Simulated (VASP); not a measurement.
Band structure of CuCl (space group F-43m). Method: PBE GGA, VASP's PBE PAW potentials (set 64) (plane waves; VASP 6.6.1).

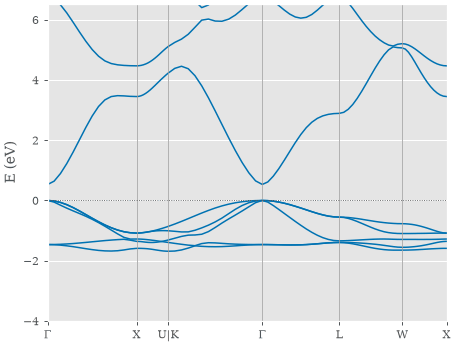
Fig. 1. Bands along high-symmetry lines, zero at the valence-band maximum or, without a gap, the Fermi level

**Question.** Read the plot: is there a gap, and where are the band edges?

**Answer.** The gap is direct, 0.53 eV, from the valence maximum at Γ to the conduction minimum at Γ. (Edges off the drawn lines would not show.)

The structure comes from a measured CuCl entry (F-43m) of the Crystallography Open Database, whose conditions weren't checked. The cell was not relaxed at this level.
